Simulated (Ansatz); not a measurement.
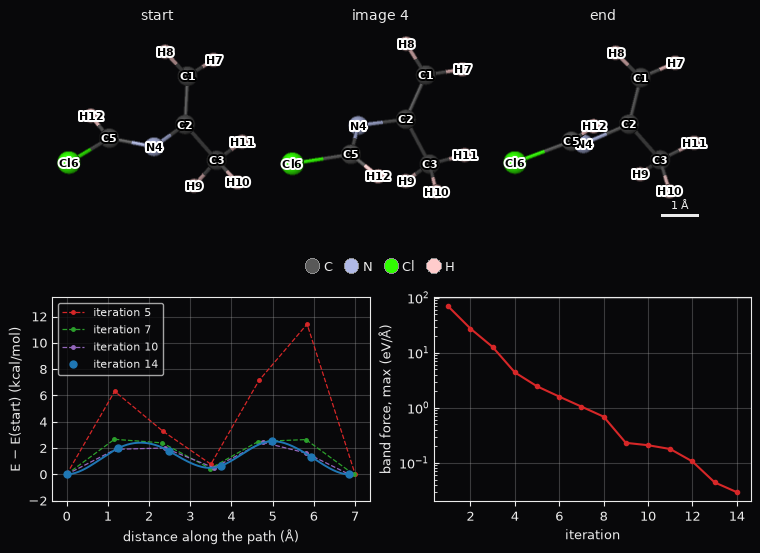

A search for the minimum-energy path of C4H6ClN by the nudged elastic band. Images are numbered from 0 (start) to 6 (end). The plot follows the band through its iterations. Style: ball-and-stick. Shown at a tilt.

Theory: RKS CAM-B3LYP/cc-pVDZ (Ansatz 0.2.0). Run with 5 movable images; climbing image; force threshold 0.03 eV/Å; iteration limit 60; starting path through a guess of the saddle point.

**Judge this run.**

The run is converged, with reservations. The band converged in 14 iterations. The largest component of the band force went from 70 to 0.029 eV/Å. The climbing image converged on the top of the path. Its vibrational analysis gives one imaginary mode (118i cm⁻¹), as a transition state must have. The first iteration put the highest image at 497.25 kcal/mol. The barrier is about 2.52 kcal/mol in both directions, with image 4 at the top; the ends have the same energy. The profile has 2 maxima (images 1, 4) with a dip at image 3 (+0.64 kcal/mol), so the process runs in steps.

Cost: 5.2 min on 2 threads of Arm Neoverse V1, with other jobs on the host, peak memory 0.35 GiB.
